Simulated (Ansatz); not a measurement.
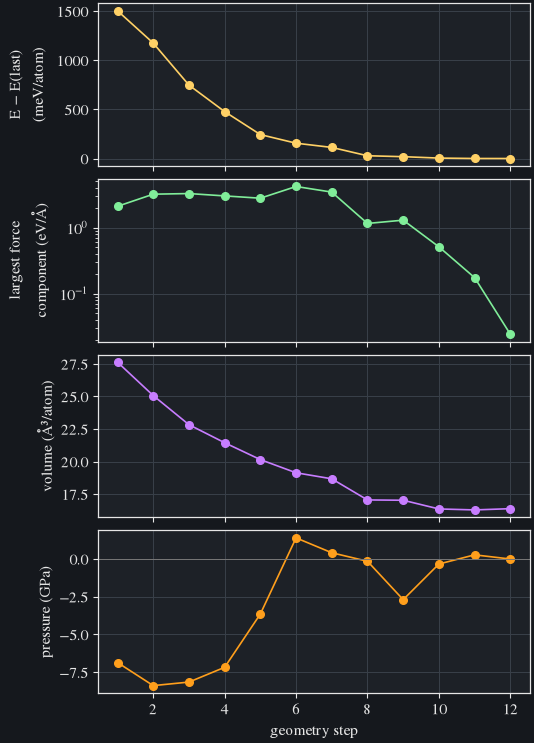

History of a geometry optimisation. LiP2 (P-3m1, 6 atoms in the cell); DFT PBE+D3(BJ), scalar-relativistic, plane waves, PAW in Ansatz 0.2.0; cutoff 420 eV, 6×6×2 k-mesh, Gaussian smearing of 0.1 eV. Atoms and cell relax. A closing SCF on a freshly chosen basis isn't drawn.

The optimisation met its thresholds at geometry 12, counting the start as the first. The energy fell by about 1500 meV/atom from the first step to the last. The largest force component goes from about 2.1 eV/Å at the start to 0.024 eV/Å at the end, with a peak of 4.2 eV/Å at step 6. The volume shrinks from 27.6 to 16.4 Å³ per atom (−41 %), as the pressure goes from −6.9 GPa to about 0 GPa.
